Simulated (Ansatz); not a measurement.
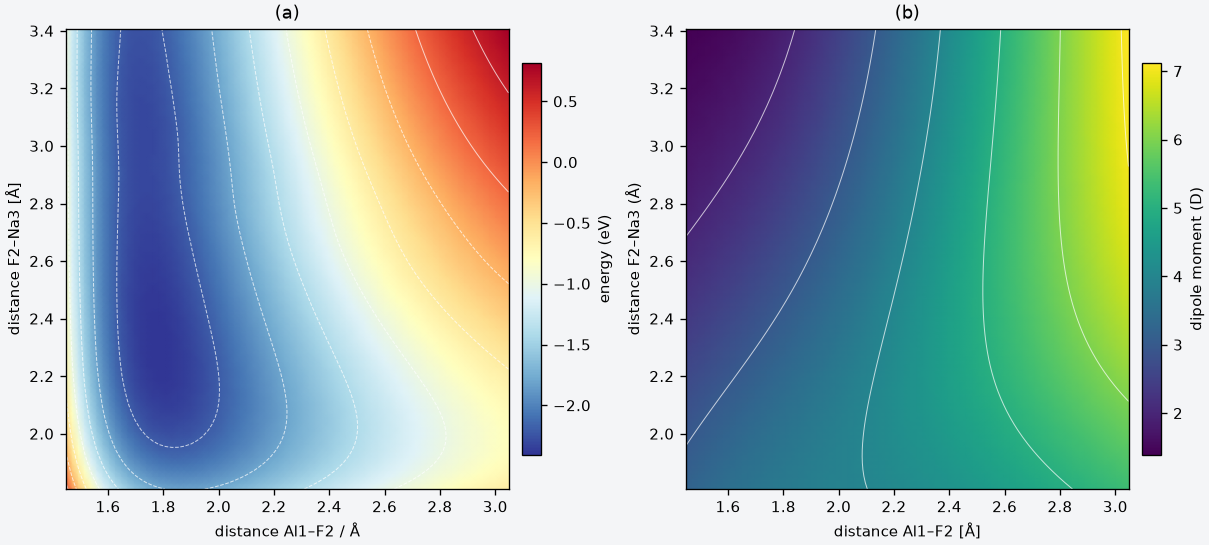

The system Al + FNa, spin multiplicity 2. 
- Coordinates scanned: (1) distance Al1–F2; (2) distance F2–Na3.
- Nothing is relaxed (the angle Al1–F2–Na3 is fixed at 90 degrees).
- The grid has 17 × 17 points.
- Points are written as (first, second).
- Energies are in eV, from Al far from the relaxed FNa (each part in its own basis).
- These are results of UKS PBE0-D4/def2-SVPD in Ansatz 0.2.0, not measurements.

Panel (a) is the energy and panel (b) the computed dipole moment on the same grid.

The picture shows a smooth colour map with a few white contour lines. Between grid points the surface is interpolated.

> How does the dipole moment vary over the map, and what is it at the lowest grid point?

Leaving out the highest fifth of the energies, it runs from 1.40 D at (1.448 Å, 3.408 Å) to 5.92 D at (3.048 Å, 2.072 Å). At the lowest grid point, (1.801 Å, 2.255 Å), it is 3.27 D.
